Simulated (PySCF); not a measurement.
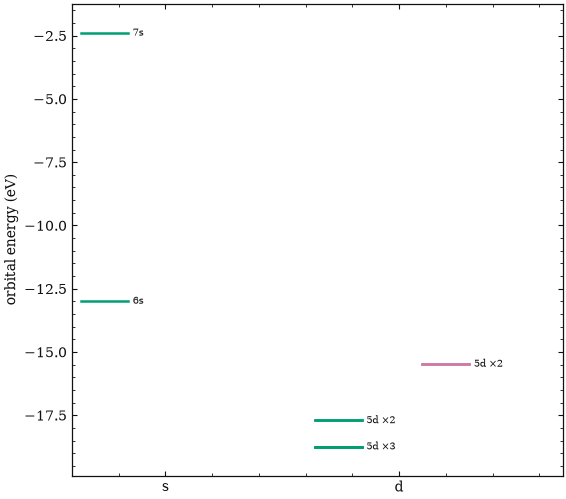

Orbital energies of the mean field, from the top down to −18.7 eV, by angular momentum, α spin at the left of each column and β at the right; ×n counts the orbitals under one label. Empty levels that the record names by l alone aren't drawn. The highest filled orbital is 7s α at −2.39 eV, the lowest empty one s β at −3.06 eV.

## Ir: atomic calculation

System: Ir, configuration 1s2 2s2 2p6 3s2 3p6 3d10 4s2 4p6 4d10 4f14 5s2 5p6 5d7 6s1 7s1, multiplicity 6.
Method: unrestricted HF, aug-cc-pwCVDZ-PP with ECP60, scalar-relativistic core potential (PySCF).

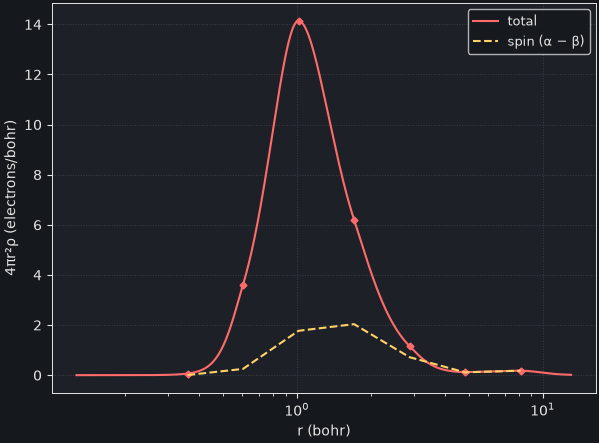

Spherically averaged radial density 4πr²ρ of the mean field (valence electrons alone, under a core potential) and its spin part; markers are the stored points, which are sparse, and the line is a monotone interpolation between them. The largest stored value is 14.1 electrons/bohr at r = 1.0 bohr. Root-mean-square radii of the shells: 5s 1.06, 5p 1.23, 5d 1.79, 6s 2.94, 7s 8.21 bohr.

These pictures come from the run below.

## The input
```python
from pyscf import gto, scf, dft, mp, cc
mol = gto.M(atom="Ir 0 0 0", charge=0, spin=5, symmetry="D2h",
            basis="aug-cc-pwCVDZ-PP",
            ecp="aug-cc-pwCVDZ-PP")
mf = scf.UHF(mol)
mf.irrep_nelec = {'Ag': (5, 2), 'B1g': (1, 1), 'B2g': (1, 0), 'B3g': (1, 0), 'B1u': (1, 1), 'B2u': (1, 1), 'B3u': (1, 1)}
mf.kernel()
```

The script is an equivalent of what the driver set up; the driver started from orbitals of its own, so the log can be shorter than this script's would be, and it computed the properties (radii, ⟨L²⟩, response) afterwards. It held the occupations shell by shell, which the script's counts by irreducible representation don't always enforce.

## Output (extracts)
```
damping factor = 0
level_shift factor = 0
DIIS = <class 'pyscf.scf.diis.CDIIS'>
diis_start_cycle = 1
diis_space = 10
diis_damp = 0
SCF conv_tol = 1e-09
SCF conv_tol_grad = None
number electrons alpha = 11  beta = 6
cycle= 1 E= -103.453107187588  delta_E= -0.00609  |g|= 0.0262  |ddm|= 0.0365
cycle= 2 E= -103.453294499152  delta_E= -0.000187  |g|= 0.00528  |ddm|= 0.00733
cycle= 3 E= -103.45330540369  delta_E= -1.09e-05  |g|= 0.000847  |ddm|= 0.00415
cycle= 4 E= -103.453305985636  delta_E= -5.82e-07  |g|= 0.000347  |ddm|= 0.000947
cycle= 5 E= -103.453306099706  delta_E= -1.14e-07  |g|= 2.93e-05  |ddm|= 0.000715
cycle= 6 E= -103.453306100371  delta_E= -6.65e-10  |g|= 3.23e-06  |ddm|= 6.23e-05
converged SCF energy = -103.453306100371  <S^2> = 8.7539524  2S+1 = 6.0013173
```

## Key numbers

- outcome: converged
- total energy (valence electrons, under a core potential): −103.453306 hartree
- ⟨S²⟩: 8.754
- ⟨L²⟩: 12.04
- SCF iterations: 6
- hardware: 1 CPU thread, shared host
- CPU time: 7.4 s (integrals apart)

## Remarks

This is not the ground configuration of the species. To bear in mind: unstable response matrix: no polarizability.
